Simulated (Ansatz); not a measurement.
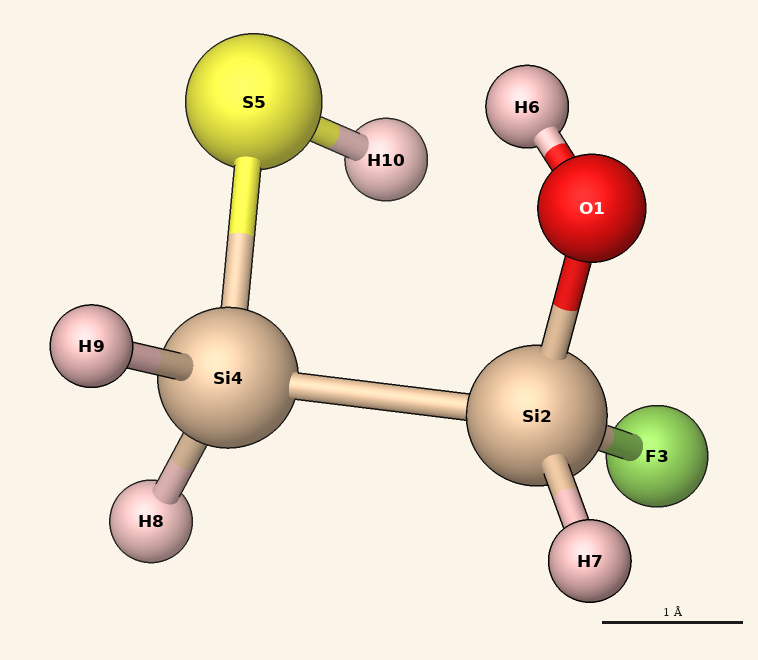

Computed geometry: PBE-D4/def2-SVP optimisation. No frequency run is at hand to confirm it as a minimum.

Which hydrogen bonds does the structure hold? Count O, N, F, S and Cl donors.

```json
{"D–H···A": "O1–H6···S5", "D–H (Å)": "0.98", "H···A (Å)": "2.70", "angle (°)": "133", "kind": "intramolecular"}
```
